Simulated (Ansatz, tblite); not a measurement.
# The cluster Al₃P₄−: spin-state energies by level, part 2 of 2

Aim: set other spin states of the cluster Al₃P₄− against its singlet, on many levels of theory.

Ansatz 0.2.0, Gaussian basis; as each input shows. The steps go on from the part before.

## Step 17: Quintet, first pass, PBE-D4/def2-SVP

in.yaml reads:

```yaml
crystal:
  periodic: [false, false, false]
  atoms:
    - {symbol: Al, position_ang: [-1.334029, -0.510298, -1.085548]}
    - {symbol: Al, position_ang: [0.523053, 1.505302, 0.821627]}
    - {symbol: Al, position_ang: [0.791650, -1.304248, 0.607462]}
    - {symbol: P, position_ang: [2.499204, 0.396741, 0.601376]}
    - {symbol: P, position_ang: [0.306761, -1.983136, -1.653668]}
    - {symbol: P, position_ang: [-1.428051, 0.148535, 1.232802]}
    - {symbol: P, position_ang: [-1.358587, 1.747102, -0.524050]}
basis:
  gaussian: {orbitals: def2-SVP, initial_orbitals: start.molden}
total_charge: -1
magnetization: {spin_polarized: true, initial_magnetization: 4}
hamiltonian: {xc: pbe, dispersion: d4}
output: {orbitals: {seedname: orbitals}}
```

The run is started by

```bash
> ansatz run in.yaml --threads 4 --pin off --events-out ev --progress --plain --max-ram 4787MiB
```

Output, shortened:

```text
Functional definition: PBE
  name "PBE"
  cite "Perdew, Burke & Ernzerhof, Phys. Rev. Lett. 77, 3865 (1996) doi:10.1103/PhysRevLett.77.3865"
  parent pbe
[...]
1407 factors; their error is unknown
[...]
mean field -56902.84632452 eV, -2091.1410322917 hartree, gradient 1.7e-5 eV, S^2 6.011893; 7 other end points of the search recorded, 0 dependent functions left out
reference -56902.84636510 eV, -2091.1410337827 hartree; 52, 48 occupied and 74, 78 virtual orbitals, 1407 factors
Total energy: -56903.41871656 eV, -2091.1620673111 hartree
```

It took 25 s on 4 threads of Arm Neoverse N1, shared host.

From the report: HOMO 0.00 eV, LUMO -0.73 eV (over both spins; with the spin held, an empty level of the minority spin lies below the top filled one); ⟨S²⟩ 6.012 (pure: 6.00). Doubts: highest occupied level lies above zero.

## Step 18: Quintet, GFN1-xTB

Tight binding, by tblite at 300 K electronic temperature and without a spin-polarisation term:

```python
tblite.interface.Calculator('GFN1-xTB', numbers, positions, charge=-1, uhf=4).singlepoint()
```

Energy -393.7229 eV; 0.023 s.

## Step 19: Quintet, GFN2-xTB

Tight binding, by tblite at 300 K electronic temperature and without a spin-polarisation term:

```python
tblite.interface.Calculator('GFN2-xTB', numbers, positions, charge=-1, uhf=4).singlepoint()
```

Energy -363.7697 eV; 0.028 s.

## Step 20: Quintet, PBE0-D4/def2-TZVPD

Edit in.yaml of step 17 so:

```diff
@@ -11,6 +11,7 @@
 basis:
-  gaussian: {orbitals: def2-SVP, initial_orbitals: start.molden}
+  gaussian: {orbitals: def2-TZVPD, initial_orbitals: start.molden}
 total_charge: -1
 magnetization: {spin_polarized: true, initial_magnetization: 4}
-hamiltonian: {xc: pbe, dispersion: d4}
+hamiltonian: {xc: pbe0, dispersion: d4}
+scf: {omitted_lower_state_checks: [starts]}
 output: {orbitals: {seedname: orbitals}}
```

The command is unchanged.

Output, shortened:

```text
Functional definition: PBE0
  name "PBE0"
  cite "Adamo & Barone, J. Chem. Phys. 110, 6158 (1999) doi:10.1063/1.478522"
  cite "Perdew, Burke & Ernzerhof, Phys. Rev. Lett. 77, 3865 (1996) doi:10.1103/PhysRevLett.77.3865"
  parent pbe
[...]
2050 factors; their error is unknown
the host lacks memory for fits, so the integrals are decomposed
1855 factors; integrals over basis functions are off by at most 7.9e-4 eV
[...]
mean field -56927.17886287 eV, -2092.0352365829 hartree, gradient 3.4e-5 eV, S^2 6.032097; 0 other end points of the search recorded, 0 dependent functions left out
reference -56927.17890059 eV, -2092.0352379688 hartree; 52, 48 occupied and 249, 253 virtual orbitals, 1855 factors
Total energy: -56927.67942761 eV, -2092.0536319977 hartree
Checks for a lower state left out: starts
```

It took 39 s on 4 threads of Arm Neoverse N1, shared host; peak memory 1.5 GiB.

Report: HOMO -0.95 eV, LUMO -0.27 eV (over both spins); ⟨S²⟩ 6.032 (pure: 6.00).

## Step 21: Quintet, PBE-D4/def2-TZVPD

Edit in.yaml of step 20 so:

```diff
@@ -14,3 +14,3 @@
 magnetization: {spin_polarized: true, initial_magnetization: 4}
-hamiltonian: {xc: pbe0, dispersion: d4}
+hamiltonian: {xc: pbe, dispersion: d4}
 scf: {omitted_lower_state_checks: [starts]}
```

Launched as before.

Output, shortened:

```text
Functional definition: PBE
  name "PBE"
  cite "Perdew, Burke & Ernzerhof, Phys. Rev. Lett. 77, 3865 (1996) doi:10.1103/PhysRevLett.77.3865"
  parent pbe
[...]
1892 factors; their error is unknown
[...]
mean field -56922.80371583 eV, -2091.8744528947 hartree, gradient 1.9e-5 eV, S^2 6.015266; 0 other end points of the search recorded, 0 dependent functions left out
reference -56922.80376518 eV, -2091.8744547081 hartree; 52, 48 occupied and 249, 253 virtual orbitals, 1892 factors
Total energy: -56923.37611664 eV, -2091.8954882365 hartree
Checks for a lower state left out: starts
```

Run time: 20 s. Hardware: 4 threads of Arm Neoverse N1, shared host; peak memory 0.81 GiB.

HOMO -0.19 eV, LUMO -0.93 eV (over both spins; with the spin held, an empty level of the minority spin lies below the top filled one); ⟨S²⟩ 6.015 (pure: 6.00).

## Step 22: Quintet, r2SCAN-D4/def2-TZVPD

Edit in.yaml of step 21 so:

```diff
@@ -14,3 +14,3 @@
 magnetization: {spin_polarized: true, initial_magnetization: 4}
-hamiltonian: {xc: pbe, dispersion: d4}
+hamiltonian: {xc: r2scan, dispersion: d4}
 scf: {omitted_lower_state_checks: [starts]}
```

Same command.

Output, shortened:

```text
Functional definition: r2SCAN
  name "r2SCAN"
  cite "Furness, Kaplan, Ning, Perdew & Sun, J. Phys. Chem. Lett. 11, 8208 (2020) doi:10.1021/acs.jpclett.0c02405"
  cite "Furness, Kaplan, Ning, Perdew & Sun, J. Phys. Chem. Lett. 11, 9248 (2020) doi:10.1021/acs.jpclett.0c03077"
  parent r2scan
[...]
1892 factors; their error is unknown
[...]
mean field -56945.76433946 eV, -2092.7182402498 hartree, gradient 1.7e-5 eV, S^2 6.038910; 0 other end points of the search recorded, 0 dependent functions left out
reference -56945.76436699 eV, -2092.7182412613 hartree; 52, 48 occupied and 249, 253 virtual orbitals, 1892 factors
Total energy: -56945.88633235 eV, -2092.7227234059 hartree
Checks for a lower state left out: starts
```

Wall time 57 s (4 threads of Arm Neoverse N1, shared host); peak memory 0.91 GiB.

From the report: HOMO -0.41 eV, LUMO -0.78 eV (over both spins; with the spin held, an empty level of the minority spin lies below the top filled one); ⟨S²⟩ 6.039 (pure: 6.00).

## Step 23: Quintet, HF/def2-TZVPD

Edit in.yaml of step 22 so:

```diff
@@ -14,3 +14,3 @@
 magnetization: {spin_polarized: true, initial_magnetization: 4}
-hamiltonian: {xc: r2scan, dispersion: d4}
+hamiltonian: {xc: hf}
 scf: {omitted_lower_state_checks: [starts]}
```

Launched as before.

Output, shortened:

```text
Functional definition: HF
  name "HF"
  cite "Fock, Z. Phys. 61, 126 (1930) doi:10.1007/BF01340294"
  parent pbe
[...]
2403 factors; their error is unknown
[...]
mean field -56840.32114620 eV, -2088.8432743695 hartree, gradient 1.0e-5 eV, S^2 6.106358; 0 other end points of the search recorded, 0 dependent functions left out
reference -56840.32114620 eV, -2088.8432743695 hartree; 52, 48 occupied and 249, 253 virtual orbitals, 2403 factors
Total energy: -56840.32114620 eV, -2088.8432743695 hartree
Checks for a lower state left out: starts
```

Run time: 3.4 min. Hardware: 4 threads of Arm Neoverse N1, shared host; peak memory 1.7 GiB.

From the report: HOMO -2.58 eV, LUMO 2.86 eV (over both spins); ⟨S²⟩ 6.106 (pure: 6.00).

## Step 24: Quintet, BHLYP-D4/def2-TZVPD

Edit in.yaml of step 23 so:

```diff
@@ -14,3 +14,3 @@
 magnetization: {spin_polarized: true, initial_magnetization: 4}
-hamiltonian: {xc: hf}
+hamiltonian: {xc: {name: BHLYP}, dispersion: d4}
 scf: {omitted_lower_state_checks: [starts]}
```

Same command.

Output, shortened:

```text
Functional definition: BHLYP
  name "BHLYP"
  cite "Becke, J. Chem. Phys. 98, 1372 (1993) doi:10.1063/1.464304"
  cite "Becke, Phys. Rev. A 38, 3098 (1988) doi:10.1103/PhysRevA.38.3098"
  cite "Lee, Yang & Parr, Phys. Rev. B 37, 785 (1988) doi:10.1103/PhysRevB.37.785"
[...]
2230 factors; their error is unknown
the host lacks memory for fits, so the integrals are decomposed
1855 factors; integrals over basis functions are off by at most 7.9e-4 eV
[...]
mean field -56948.83230367 eV, -2092.8309858550 hartree, gradient 2.3e-5 eV, S^2 6.042503; 0 other end points of the search recorded, 0 dependent functions left out
reference -56948.83247639 eV, -2092.8309922022 hartree; 52, 48 occupied and 249, 253 virtual orbitals, 1855 factors
Total energy: -56949.80720854 eV, -2092.8668129479 hartree
Checks for a lower state left out: starts
```

Wall time 56 s (4 threads of Arm Neoverse N1, shared host); peak memory 1.5 GiB.

HOMO -1.46 eV, LUMO 0.50 eV (over both spins); ⟨S²⟩ 6.043 (pure: 6.00).

## Step 25: Quintet, HF/STO-3G

Edit in.yaml of step 24 so:

```diff
@@ -11,6 +11,6 @@
 basis:
-  gaussian: {orbitals: def2-TZVPD, initial_orbitals: start.molden}
+  gaussian: {orbitals: STO-3G}
 total_charge: -1
 magnetization: {spin_polarized: true, initial_magnetization: 4}
-hamiltonian: {xc: {name: BHLYP}, dispersion: d4}
+hamiltonian: {xc: hf}
 scf: {omitted_lower_state_checks: [starts]}
```

The command is unchanged.

Output, shortened:

```text
Functional definition: HF
  name "HF"
  cite "Fock, Z. Phys. 61, 126 (1930) doi:10.1007/BF01340294"
  parent pbe
[...]
686 factors; integrals over basis functions are off by at most 6.8e-5 eV
[...]
mean field -56175.80708005 eV, -2064.4228328623 hartree, gradient 8.9e-6 eV, S^2 6.189559; 0 other end points of the search recorded, 0 dependent functions left out
reference -56175.80708005 eV, -2064.4228328623 hartree; 52, 48 occupied and 11, 15 virtual orbitals, 686 factors
Total energy: -56175.80708005 eV, -2064.4228328623 hartree
Checks for a lower state left out: starts
```

It took 2.2 s on 4 threads of Arm Neoverse N1, shared host.

From the report: HOMO 3.56 eV, LUMO 10.63 eV (over both spins); ⟨S²⟩ 6.190 (pure: 6.00). Doubts: spin contamination, highest occupied level lies above zero.

## Step 26: Quintet, CCSD(T)/def2-SVPD

Edit in.yaml of step 25 so:

```diff
@@ -11,7 +11,7 @@
 basis:
-  gaussian: {orbitals: STO-3G}
+  gaussian: {orbitals: def2-SVPD, initial_orbitals: start.molden}
 total_charge: -1
 magnetization: {spin_polarized: true, initial_magnetization: 4}
-hamiltonian: {xc: hf}
-scf: {omitted_lower_state_checks: [starts]}
+correlation: {method: ccsd_t}
+scf: {omitted_lower_state_checks: [starts, cluster_reference]}
 output: {orbitals: {seedname: orbitals}}
```

Same command.

Output, shortened:

```text
Functional definition: HF
  name "HF"
  cite "Fock, Z. Phys. 61, 126 (1930) doi:10.1007/BF01340294"
  parent pbe
[...]
1496 factors; integrals over basis functions are off by at most 6.2e-4 eV
[...]
mean field -56821.26320693 eV, -2088.1429080193 hartree, gradient 2.9e-6 eV, S^2 6.093988; 0 other end points of the search recorded, 0 dependent functions left out
[...]
reference -56821.26320693 eV, -2088.1429080193 hartree; 17, 13 occupied and 116, 120 virtual orbitals, 1496 factors
second order -17.11688470 eV of doubles, -0.00000000 eV of singles
cycle   1  -17.48969849 eV  change   -3.7e-1 eV  update   1.8e-1
[...]
cycle  19  -18.52874796 eV  change   -9.9e-6 eV  update   2.4e-5
perturbative correction -1.37722314 eV, -0.0506120168 hartree
Total energy: -56841.16917803 eV, -2088.8744389643 hartree
Checks for a lower state left out: starts, cluster_reference
```

Run time: 2.7 min. Hardware: 4 threads of Arm Neoverse N1, shared host; peak memory 2.6 GiB.

Hartree-Fock HOMO -2.52 eV, LUMO 2.94 eV (over both spins); ⟨S²⟩ 6.094 (pure: 6.00); T1 0.058. Doubts: large T1 diagnostic.

## Step 27: Quintet, MP2/def2-TZVPD

Edit in.yaml of step 26 so:

```diff
@@ -11,7 +11,7 @@
 basis:
-  gaussian: {orbitals: def2-SVPD, initial_orbitals: start.molden}
+  gaussian: {orbitals: def2-TZVPD, initial_orbitals: start.molden}
 total_charge: -1
 magnetization: {spin_polarized: true, initial_magnetization: 4}
-correlation: {method: ccsd_t}
-scf: {omitted_lower_state_checks: [starts, cluster_reference]}
+correlation: {method: mp2}
+scf: {omitted_lower_state_checks: [starts]}
 output: {orbitals: {seedname: orbitals}}
```

Launched as before.

Output, shortened:

```text
Functional definition: HF
  name "HF"
  cite "Fock, Z. Phys. 61, 126 (1930) doi:10.1007/BF01340294"
  parent pbe
[...]
1855 factors; integrals over basis functions are off by at most 7.9e-4 eV
[...]
mean field -56840.32173161 eV, -2088.8432958827 hartree, gradient 2.5e-7 eV, S^2 6.106359; 0 other end points of the search recorded, 0 dependent functions left out
35 core orbitals not correlated: weight in the atoms' cores, before any rotation towards them, 1.000 or more for the frozen orbitals, at most 0.000 for the correlated occupied ones
reference -56840.32173161 eV, -2088.8432958827 hartree; 17, 13 occupied and 249, 253 virtual orbitals, 1855 factors
second order -20.53051420 eV of doubles, -0.00000000 eV of singles
Total energy: -56860.85224581 eV, -2089.5977783635 hartree
Checks for a lower state left out: starts
```

Run time: 79 s. Hardware: 4 threads of Arm Neoverse N1, shared host; peak memory 1.5 GiB.

Hartree-Fock HOMO -2.58 eV, LUMO 2.86 eV (over both spins); ⟨S²⟩ 6.106 (pure: 6.00).

## Step 28: Fields of the quintet

The fields below are evaluated on a grid from the run's orbitals.

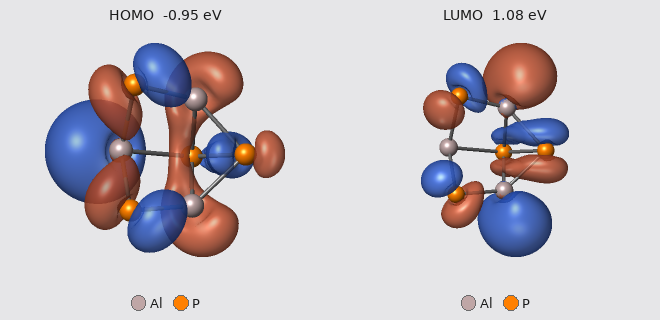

Frontier orbitals at PBE0-D4/def2-TZVPD (alpha spin); each surface holds 70 % of the orbital's density, blue and red mark the sign.

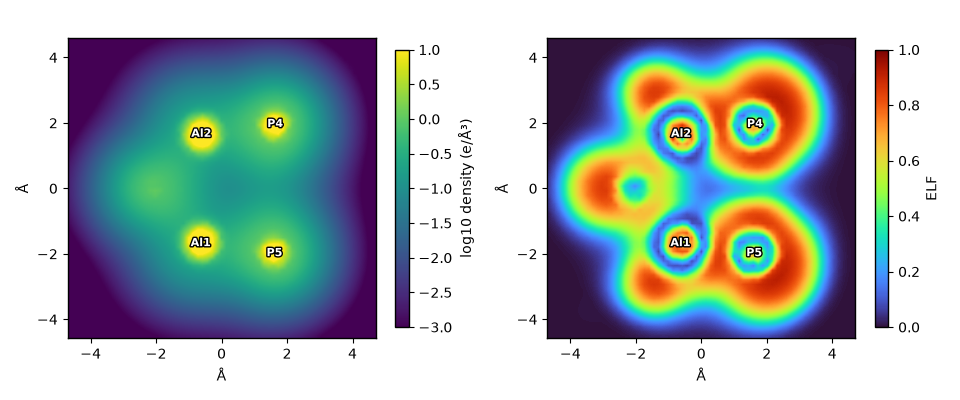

Density (left) and ELF (right) in a plane through or near 4 of the atoms.

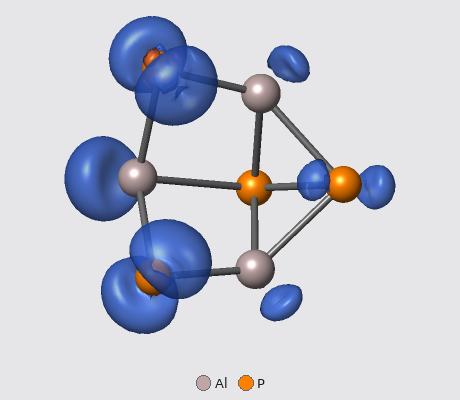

Spin density at ±0.08 e/Å³ (alpha excess blue, beta excess red).

## Step 29: Quintet less singlet

The singlet's energies are those of its earlier runs, whose logs aren't repeated here.

```csv
level,quintet less singlet (kcal/mol),time
GFN1-xTB,+56.8,0.043 s
GFN2-xTB,+73.8,0.053 s
HF/STO-3G†,+4.0,2.7 s
HF/def2-SVPD†,+16.5,
HF/def2-TZVPD,+17.1,3.7 min
PBE-D4/def2-TZVPD,+39.4,30 s
r2SCAN-D4/def2-TZVPD,+36.8,82 s
PBE0-D4/def2-TZVPD,+40.8,75 s
BHLYP-D4/def2-TZVPD,+41.6,78 s
MP2/def2-SVPD†,+54.4,
MP2/def2-TZVPD,+58.6,96 s
CCSD/def2-SVPD†,+42.1,
CCSD(T)/def2-SVPD†,+44.3,3.3 min
```

Times add the two runs; a level without a time comes out of a correlated run. † marks a level with a doubtful state (flagged, unstable, out of aufbau order, or strongly spin-contaminated); such levels are left out of the summary. Tight binding without a spin term can't rank spin states. CCSD(T)/def2-SVPD is no safe reference here (large T1 diagnostic).

## Step 30: Broken-symmetry singlet at the fixed geometry, first pass, PBE0-D4/def2-SVP

in.yaml reads:

```yaml
crystal:
  periodic: [false, false, false]
  atoms:
    - {symbol: Al, position_ang: [-1.182309, -0.405797, -1.058150]}
    - {symbol: Al, position_ang: [0.493491, 1.413263, 0.662363]}
    - {symbol: Al, position_ang: [0.968099, -1.138321, 0.259962]}
    - {symbol: P, position_ang: [2.502393, 0.419607, 0.950823]}
    - {symbol: P, position_ang: [0.071319, -2.220777, -1.551160]}
    - {symbol: P, position_ang: [-1.351732, 0.085531, 1.226074]}
    - {symbol: P, position_ang: [-1.501261, 1.846494, -0.489911]}
basis:
  gaussian: {orbitals: def2-SVP}
total_charge: -1
magnetization: {spin_polarized: true, initial_magnetization: 0}
hamiltonian: {xc: pbe0, dispersion: d4}
output: {orbitals: {seedname: orbitals}}
```

The command is unchanged.

Output, shortened:

```text
Functional definition: PBE0
  name "PBE0"
  cite "Adamo & Barone, J. Chem. Phys. 110, 6158 (1999) doi:10.1063/1.478522"
  cite "Perdew, Burke & Ernzerhof, Phys. Rev. Lett. 77, 3865 (1996) doi:10.1103/PhysRevLett.77.3865"
  parent pbe
[...]
1106 factors; integrals over basis functions are off by at most 8.2e-4 eV
[...]
mean field -56909.22749912 eV, -2091.3755361326 hartree, gradient 1.1e-5 eV, S^2 0.000000; 2 other end points of the search recorded, 0 dependent functions left out
reference -56909.22752788 eV, -2091.3755371899 hartree; 50, 50 occupied and 76, 76 virtual orbitals, 1106 factors
Total energy: -56909.71705715 eV, -2091.3935270587 hartree
```

Run time: 11 s. Hardware: 4 threads of Arm Neoverse N1, shared host.

HOMO -1.40 eV, LUMO 0.70 eV (over both spins); ⟨S²⟩ 0.000 (pure: 0.00).

## Step 31: Broken-symmetry singlet at the fixed geometry, PBE0-D4/def2-TZVPD

Edit in.yaml of step 30 so:

```diff
@@ -11,3 +11,3 @@
 basis:
-  gaussian: {orbitals: def2-SVP}
+  gaussian: {orbitals: def2-TZVPD, initial_orbitals: start.molden}
 total_charge: -1
@@ -15,2 +15,3 @@
 hamiltonian: {xc: pbe0, dispersion: d4}
+scf: {omitted_lower_state_checks: [starts]}
 output: {orbitals: {seedname: orbitals}}
```

Same command.

Output, shortened:

```text
Functional definition: PBE0
  name "PBE0"
  cite "Adamo & Barone, J. Chem. Phys. 110, 6158 (1999) doi:10.1063/1.478522"
  cite "Perdew, Burke & Ernzerhof, Phys. Rev. Lett. 77, 3865 (1996) doi:10.1103/PhysRevLett.77.3865"
  parent pbe
[...]
2050 factors; their error is unknown
the host lacks memory for fits, so the integrals are decomposed
1851 factors; integrals over basis functions are off by at most 7.6e-4 eV
[...]
mean field -56928.96135228 eV, -2092.1007418604 hartree, gradient 4.6e-6 eV, S^2 0.000000; 0 other end points of the search recorded, 0 dependent functions left out
reference -56928.96138793 eV, -2092.1007431705 hartree; 50, 50 occupied and 251, 251 virtual orbitals, 1851 factors
Total energy: -56929.45091720 eV, -2092.1187330394 hartree
Checks for a lower state left out: starts
```

Run time: 40 s. Hardware: 4 threads of Arm Neoverse N1, shared host; peak memory 1.5 GiB.

Report: HOMO -1.59 eV, LUMO 0.53 eV (over both spins); ⟨S²⟩ 0.000 (pure: 0.00).

## Step 32: Broken-symmetry singlet at the fixed geometry, PBE-D4/def2-TZVPD

Edit in.yaml of step 31 so:

```diff
@@ -14,3 +14,3 @@
 magnetization: {spin_polarized: true, initial_magnetization: 0}
-hamiltonian: {xc: pbe0, dispersion: d4}
+hamiltonian: {xc: pbe, dispersion: d4}
 scf: {omitted_lower_state_checks: [starts]}
```

Same command.

Output, shortened:

```text
Functional definition: PBE
  name "PBE"
  cite "Perdew, Burke & Ernzerhof, Phys. Rev. Lett. 77, 3865 (1996) doi:10.1103/PhysRevLett.77.3865"
  parent pbe
[...]
1892 factors; their error is unknown
[...]
mean field -56924.52573844 eV, -2091.9377360584 hartree, gradient 1.2e-5 eV, S^2 0.000000; 0 other end points of the search recorded, 0 dependent functions left out
reference -56924.52578470 eV, -2091.9377377585 hartree; 50, 50 occupied and 251, 251 virtual orbitals, 1892 factors
Total energy: -56925.08609446 eV, -2091.9583287622 hartree
Checks for a lower state left out: starts
```

Run time: 21 s. Hardware: 4 threads of Arm Neoverse N1, shared host; peak memory 0.83 GiB.

HOMO -0.80 eV, LUMO -0.03 eV (over both spins); ⟨S²⟩ 0.000 (pure: 0.00).

## Step 33: Broken-symmetry singlet at the fixed geometry, r2SCAN-D4/def2-TZVPD

Edit in.yaml of step 32 so:

```diff
@@ -14,3 +14,3 @@
 magnetization: {spin_polarized: true, initial_magnetization: 0}
-hamiltonian: {xc: pbe, dispersion: d4}
+hamiltonian: {xc: r2scan, dispersion: d4}
 scf: {omitted_lower_state_checks: [starts]}
```

Launched as before.

Output, shortened:

```text
Functional definition: r2SCAN
  name "r2SCAN"
  cite "Furness, Kaplan, Ning, Perdew & Sun, J. Phys. Chem. Lett. 11, 8208 (2020) doi:10.1021/acs.jpclett.0c02405"
  cite "Furness, Kaplan, Ning, Perdew & Sun, J. Phys. Chem. Lett. 11, 9248 (2020) doi:10.1021/acs.jpclett.0c03077"
  parent r2scan
[...]
1892 factors; their error is unknown
[...]
mean field -56947.36051001 eV, -2092.7768984357 hartree, gradient 6.1e-6 eV, S^2 0.000000; 0 other end points of the search recorded, 0 dependent functions left out
reference -56947.36053671 eV, -2092.7768994166 hartree; 50, 50 occupied and 251, 251 virtual orbitals, 1892 factors
Total energy: -56947.48067087 eV, -2092.7813142657 hartree
Checks for a lower state left out: starts
```

Wall time 60 s (4 threads of Arm Neoverse N1, shared host); peak memory 0.93 GiB.

HOMO -0.95 eV, LUMO 0.01 eV (over both spins); ⟨S²⟩ 0.000 (pure: 0.00).

## Step 34: Broken-symmetry singlet less singlet

The singlet's energies are those of its earlier runs, whose logs aren't repeated here.

| level | broken-symmetry singlet less singlet (kcal/mol) | time |
| --- | --- | --- |
| PBE-D4/def2-TZVPD | 0.0 | 30 s |
| r2SCAN-D4/def2-TZVPD | 0.0 | 84 s |
| PBE0-D4/def2-TZVPD | 0.0 | 75 s |

Times add the two runs; a level without a time comes out of a correlated run.

## Step 35: What came out

The summary covers parts 1 to 2.

| quantity | value |
| --- | --- |
| triplet less singlet, functionals in def2-TZVPD | +9.3 (PBE-D4) to +12.5 kcal/mol (BHLYP-D4) |
| quintet less singlet, functionals in def2-TZVPD | +36.8 (r2SCAN-D4) to +41.6 kcal/mol (BHLYP-D4) |
| broken-symmetry singlet | falls back to the closed shell |

In words: All functionals put the triplet above the singlet, over a spread of 3.3 kcal/mol. The checks for a lower triplet were left out, so another state of that spin may lie lower. All functionals put the quintet above the singlet, over a spread of 4.8 kcal/mol. The checks for a lower quintet were left out, so another state of that spin may lie lower. Letting the spins differ gains next to nothing: the closed shell holds on the levels tried. These are electronic energies, without zero-point motion, entropy or surroundings.
